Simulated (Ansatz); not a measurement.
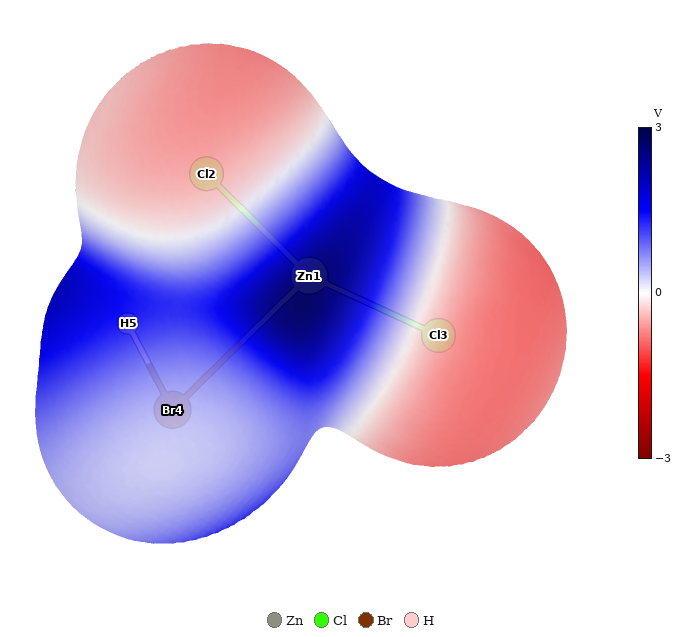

Figure. BrCl₂HZn. The electrostatic potential painted on the density surface at 0.002 e/bohr³, seen across its widest extent; the colour scale runs from red (negative) to blue (positive).

These are results of RKS PBE0/def2-SVP (Ansatz), not measurements.

```csv
atom,x (Å),y (Å),z (Å)
Zn,-0.0301,0.0000,0.1273
Cl,0.5224,0.0000,2.2014
Cl,0.1522,0.0000,-1.9766
Br,-2.7317,0.0000,0.8949
H,-1.9585,0.0000,2.1098
```

> Which sites attract a positive test charge, and which a negative one?

A positive charge is drawn to the negative regions and a negative charge to the positive ones. The most negative region (about −0.9 V) lies over Cl3, the most positive (about +2.7 V) over Zn1.
